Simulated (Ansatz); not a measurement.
Cost and result by functional for the adsorption energy of O on the 1x1 (111) surface of fcc Rh, one in a 2x2 cell, started at the site 'hollow Rh-Rh-Rh over Rh at depth 2.2 Å', in Ansatz (plane waves, PAW). Single points on the PBE structure, on one kind of machine; costs are rough ratios of the slab run's core time (references not counted) to the cheapest single point. r2SCAN's cost holds its higher cutoff (500 against 420 eV). Differences are taken against r2SCAN for comparison alone: no measured value is at hand, so the table doesn't rank accuracy.

Set-up: 17 atoms, 6.5 Å thick at the start under the adsorbate (thin: gaps and levels are the slab's own); mesh 6x6x1; 0.1 eV smearing; dipole correction on; 8 atoms held, the rest relaxed; held to the start's symmetry, so lower structures may exist; no spin, no spin-orbit, no U, no dispersion correction. At the end it is bonded to 3 Rh. In PBE this state lies 0.06 eV over the lowest of the starts that converged ('bridge Rh-Rh (span 2.7 Å)'). These notes are the PBE run's. Adsorption energies are against ½ O2(g). A negative adsorption energy means that the adsorbate is more stable on the surface than in its reference.

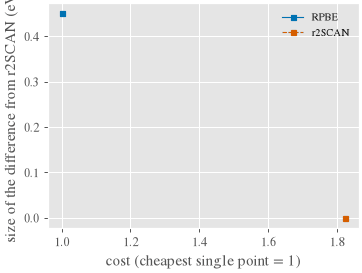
Difference from r2SCAN against cost

| functional | relative cost | adsorption energy (eV) | less r2SCAN (eV) |
|---|---|---|---|
| RPBE | 1 | -1.65 | 0.45 |
| r2SCAN | 2 | -2.10 | 0.00 |
| PBE (the relaxed run's value) | – | -1.93 | 0.17 |

The values span 0.45 eV, while the single points' costs differ by a factor of roughly 2. Differences are of unrounded values.

Ansatz is a first-principles code.
